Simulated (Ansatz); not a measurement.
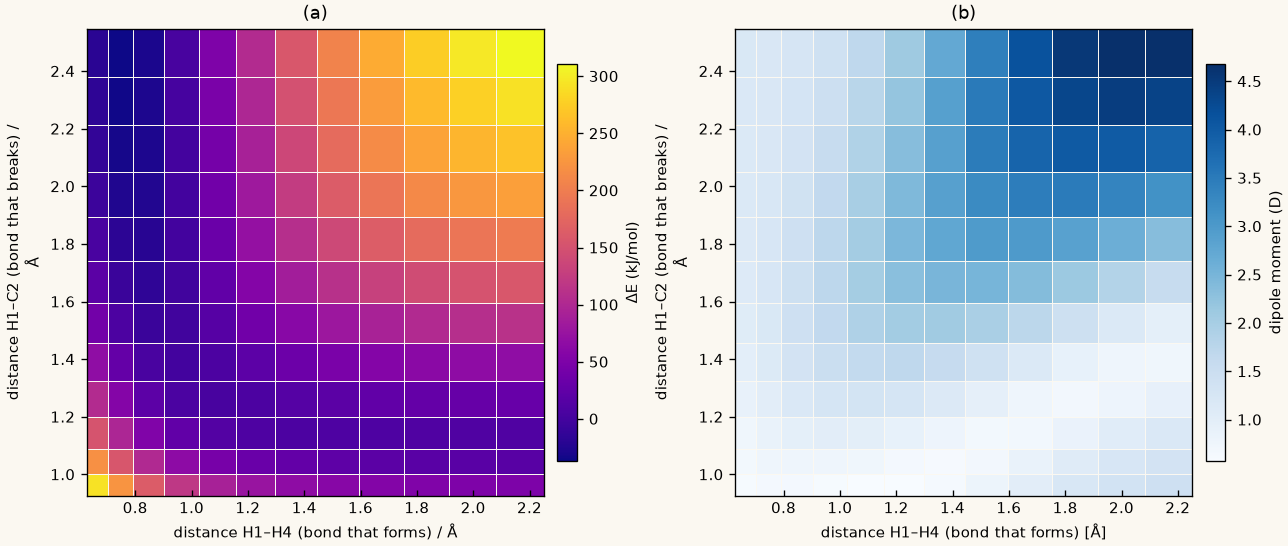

The reacting system CH₆N (fragments CH₅N + H where the first distance is long, H₂ + CH₄N where the second is long), spin multiplicity 2. Coordinates scanned: (1) distance H1–H4 (bond that forms); (2) distance H1–C2 (bond that breaks). Relaxed at each point: all other coordinates. The scan uses a 12 × 12 grid. Points are written as (first, second). All energies are given in kJ/mol relative to a guessed transition structure relaxed with its forming and breaking bonds held. Computed with UKS PBE-D4/def2-TZVP (Ansatz).

Panel (a) is the energy and panel (b) the computed dipole moment on the same grid.

The picture shows one coloured cell a grid point.

How does the dipole moment vary over the map, and what is it at the lowest grid point?

Answer. Leaving out the highest fifth of the energies, it runs from 0.57 D at (1.226 Å, 0.963 Å) to 2.97 D at (1.519 Å, 1.816 Å). At the lowest grid point, (0.741 Å, 2.463 Å), it is 1.21 D. That point lies on the edge of the scan.

| second ↓, first → | 0.666 | 0.741 | 0.844 | 0.962 | 1.090 | 1.226 | 1.369 | 1.519 | 1.673 | 1.833 | 1.998 | 2.166 |
| --- | --- | --- | --- | --- | --- | --- | --- | --- | --- | --- | --- | --- |
| 2.463 | 1.19 | 1.21 | 1.27 | 1.41 | 1.70 | 2.11 | 2.73 | 3.44 | 4.15 | 4.54 | 4.67 | 4.68 |
| 2.295 | 1.18 | 1.21 | 1.30 | 1.48 | 1.77 | 2.20 | 2.90 | 3.52 | 4.04 | 4.34 | 4.46 | 4.39 |
| 2.130 | 1.16 | 1.21 | 1.34 | 1.57 | 1.89 | 2.35 | 2.88 | 3.49 | 3.85 | 4.01 | 4.00 | 3.86 |
| 1.970 | 1.15 | 1.23 | 1.39 | 1.65 | 1.99 | 2.43 | 2.88 | 3.25 | 3.47 | 3.50 | 3.36 | 3.13 |
| 1.816 | 1.14 | 1.23 | 1.43 | 1.71 | 2.05 | 2.45 | 2.77 | 2.97 | 2.98 | 2.86 | 2.62 | 2.34 |
| 1.666 | 1.12 | 1.23 | 1.45 | 1.73 | 2.03 | 2.32 | 2.49 | 2.50 | 2.38 | 2.14 | 1.85 | 1.57 |
| 1.523 | 1.07 | 1.20 | 1.43 | 1.66 | 1.89 | 2.05 | 2.07 | 1.96 | 1.74 | 1.45 | 1.16 | 0.96 |
| 1.387 | 0.99 | 1.13 | 1.33 | 1.51 | 1.65 | 1.69 | 1.61 | 1.42 | 1.15 | 0.90 | 0.75 | 0.74 |
| 1.259 | 0.88 | 1.02 | 1.17 | 1.29 | 1.33 | 1.28 | 1.15 | 0.95 | 0.76 | 0.70 | 0.80 | 0.92 |
| 1.141 | 0.74 | 0.87 | 0.97 | 1.02 | 1.00 | 0.90 | 0.79 | 0.68 | 0.71 | 0.86 | 1.04 | 1.17 |
| 1.038 | 0.68 | 0.75 | 0.78 | 0.78 | 0.73 | 0.67 | 0.64 | 0.70 | 0.87 | 1.08 | 1.24 | 1.34 |
| 0.963 | 0.61 | 0.67 | 0.66 | 0.62 | 0.58 | 0.57 | 0.65 | 0.81 | 1.02 | 1.22 | 1.35 | 1.43 |
